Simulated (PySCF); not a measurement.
C7H12O4 (SMILES CCCCOC(=O)C(=O)OC)

```xyz
23

C    -3.1687   -0.2937    1.5154
C    -2.0585   -0.2976    0.4722
C    -2.0282    1.0132   -0.3115
C    -0.9472    1.0263   -1.3883
O     0.3560    1.0110   -0.7965
C     1.0715   -0.0927   -0.8933
O     0.7536   -1.1068   -1.4547
C     2.4323    0.1027   -0.1926
O     2.8818    1.1709    0.1232
O     3.0259   -1.0653   -0.0058
C     4.3126   -1.0292    0.6021
H    -3.1797   -1.2319    2.0642
H    -4.1385   -0.1626    1.0405
H    -3.0225    0.5175    2.2253
H    -2.2064   -1.1299   -0.2193
H    -1.0976   -0.4472    0.9697
H    -2.9909    1.1701   -0.8014
H    -1.8528    1.8455    0.3725
H    -0.9980    1.9489   -1.9721
H    -1.0455    0.1586   -2.0484
H     4.6377   -2.0628    0.6832
H     5.0050   -0.4547   -0.0166
H     4.2533   -0.5636    1.5881
```

Geometry: GFN2-xTB.

The calculation used PySCF 2.14.0, PBE0/pcSseg-1, SCF density, gas phase, non-relativistic.

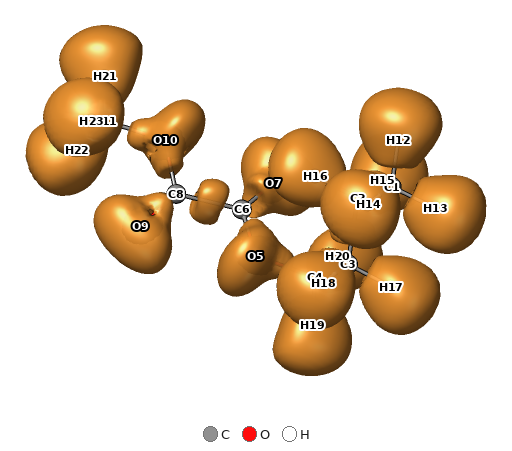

Figure 1. Isosurface of the electron localisation function at 0.75 (orange), seen at a tilt. Core shells and regions of very low density are left out.

Identify the bonds, lone pairs and shells in this picture.

The ELF exceeds this value in four regions between bonded C–C atoms (shared pairs), twelve regions around hydrogen nuclei and four regions on O in which the atom's valence shell and bonds are merged.


C–O (1.20 Å): the ELF peaks at about 0.85 between the atoms; a multiple bond. C–C (1.52 Å): the ELF peaks at about 0.95 between the atoms, as expected for localised, covalent bonding.

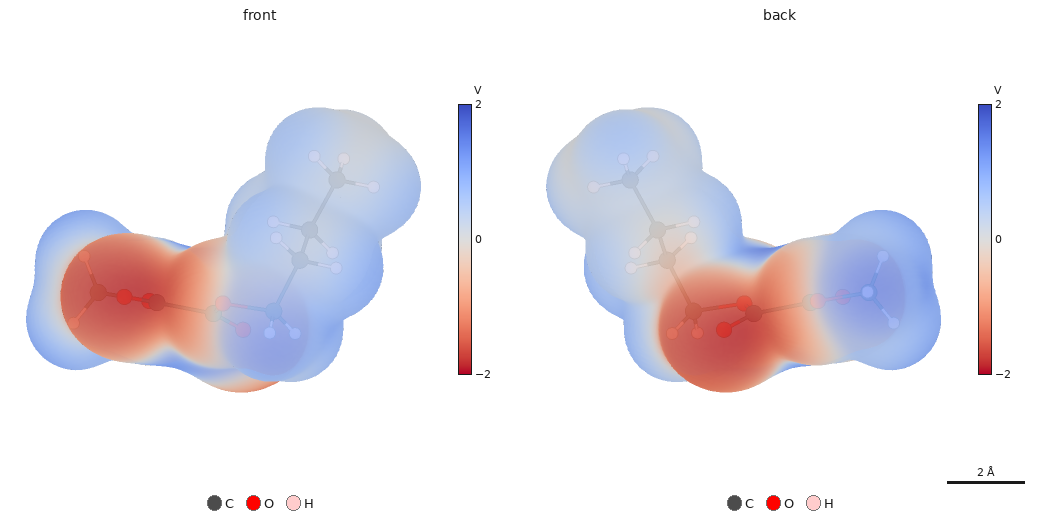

Figure 2. The electrostatic potential painted on the density surface at 0.002 e/bohr³, seen from the front and from behind; red is negative and blue positive.

Where is the surface potential most negative and most positive?

The most negative region (about −1.7 V, or −39 kcal/mol for a unit charge) lies over O7 and O9, the most positive (about +1.1 V, or +25 kcal/mol for a unit charge) over C6, C8, C11 and H21.

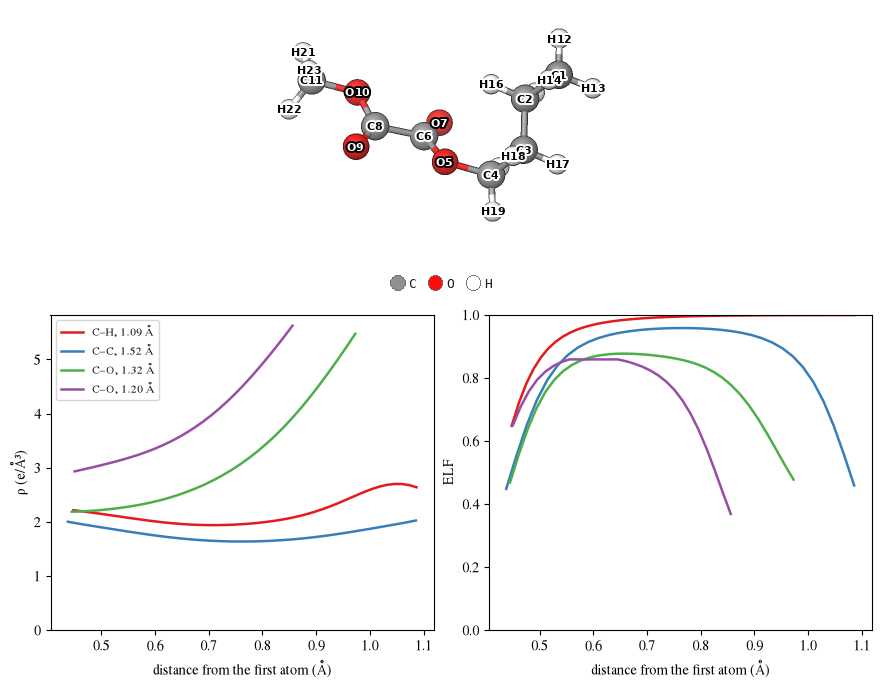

Figure 3. Electron density and electron localisation function along straight lines between neighbouring atoms. The curves leave out the atomic cores. The structure is drawn too.

What kind of bonding do the profiles show?

C–H (1.09 Å): ρ is about 2.1 e/Å³ halfway; the ELF climbs to about 1 towards the hydrogen, as it does in any bond to H: an ordinary covalent bond to hydrogen.
C–C (1.52 Å): ρ at the midpoint is about 1.6 e/Å³; the ELF peaks at about 0.95 between the atoms, as expected for localised, covalent bonding.
C–O (1.32 Å): ρ at the midpoint is about 2.6 e/Å³; the ELF peaks at about 0.90 between the atoms, as expected for a polar covalent bond.
C–O (1.20 Å): ρ at the midpoint is about 3.4 e/Å³; the ELF peaks at about 0.85 between the atoms; a short, multiple covalent bond.
